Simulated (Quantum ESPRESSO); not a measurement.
Density of states of Cs (Im-3m, 1 atom in the cell).

```xyz
1
Lattice="-3.1597 3.1597 3.1597 3.1597 -3.1597 3.1597 3.1597 3.1597 -3.1597" Properties=species:S:1:pos:R:3 pbc="T T T"
Cs     0.0000     0.0000     0.0000
```

Computed with PBEsol, PseudoDojo standard norm-conserving (PBESOL) pseudopotentials (plane waves; Quantum ESPRESSO).

SCF settings: ecutwfc = 50 Ry; occupations = smearing; smearing = marzari-vanderbilt; degauss = 0.0073499 Ry; potentials = {Cs: Cs.upf}; K_POINTS = automatic 8 8 8 1 1 1; conv_thr = 1e-10 Ry. Keys of the DOS step: nscf.calculation = nscf; nscf.verbosity = high; nscf.occupations = tetrahedra; nscf.nbnd = 11; nscf.startingwfc = random; nscf.diago_thr_init = 1e-06; nscf.K_POINTS = automatic 12 12 12 0 0 0; projwfc.x.filpdos = pdos; projwfc.x.DeltaE = 0.05 eV; projwfc.x.ngauss = 0; projwfc.x.degauss = 0.01 Ry.

The starting cell comes from a database of computed structures (which also holds hypothetical and non-ambient phases and stackings), without a prior relaxation at this level. Its lattice was rescaled by a random factor within 2.5 % of one.

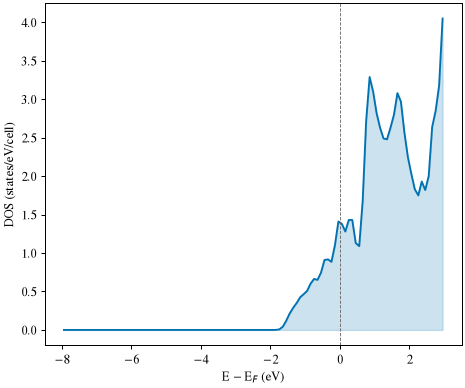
Total density of states, both spins summed.

Total DOS (both spins), as means of the tabulated values in each energy bin; the zero is the program's Fermi level or highest filled level, and the curve is cut to this window:

```
E (eV) | states/eV/cell
    -7.80 |  0.00
    -7.40 |  0.00
    -7.00 |  0.00
    -6.60 |  0.00
    -6.20 |  0.00
    -5.80 |  0.00
    -5.40 |  0.00
    -5.00 |  0.00
    -4.60 |  0.00
    -4.20 |  0.00
    -3.80 |  0.00
    -3.40 |  0.00
    -3.00 |  0.00
    -2.60 |  0.00
    -2.20 |  0.00
    -1.80 |  0.01
    -1.40 | ## 0.24
    -1.00 | ##### 0.50
    -0.60 | ######## 0.74
    -0.20 | ########### 1.08
     0.20 | ############## 1.38
     0.60 | ################# 1.65
     1.00 | ############################## 2.96
     1.40 | ########################## 2.60
     1.80 | ############################ 2.72
     2.20 | ################### 1.88
     2.60 | ######################## 2.33
```

Around zero the curve holds about 1.3 states/eV/cell.
